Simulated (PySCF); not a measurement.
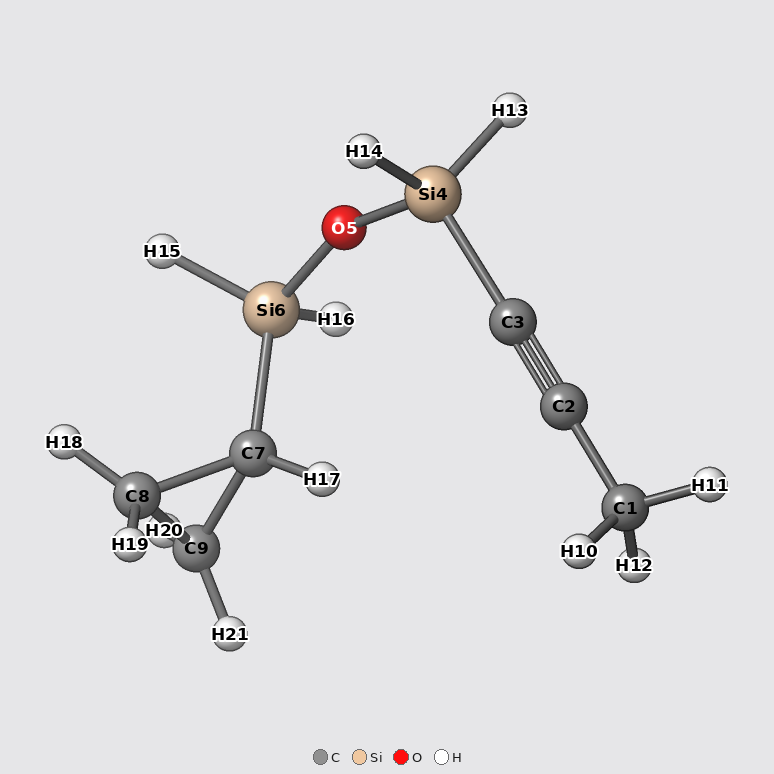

The geometry was computed by an optimisation with GFN2-xTB. No frequency run is at hand to confirm it as a minimum. Electric field gradients from the ground-state density, PBE0/pcSseg-1 (PySCF 2.14.0), non-relativistic apart from any core potentials.

Give the largest field-gradient component, the quadrupole coupling constant and the asymmetry for 17O at O5 (Q = −25.6 mb), 2H at H10 (Q = 2.86 mb), 2H at H11 (Q = 2.86 mb).

```
atom  V_zz (a.u.)  e²qQ/h (MHz)     η
  O5        1.115         −6.71  0.15
 H10        0.307         0.206  0.02
 H11        0.308         0.207  0.02
```

The geometry is semi-empirical. Around Si such bond lengths and angles can be off by a tenth of an ångström or more and by several degrees, and values that hang on the shape move with them.
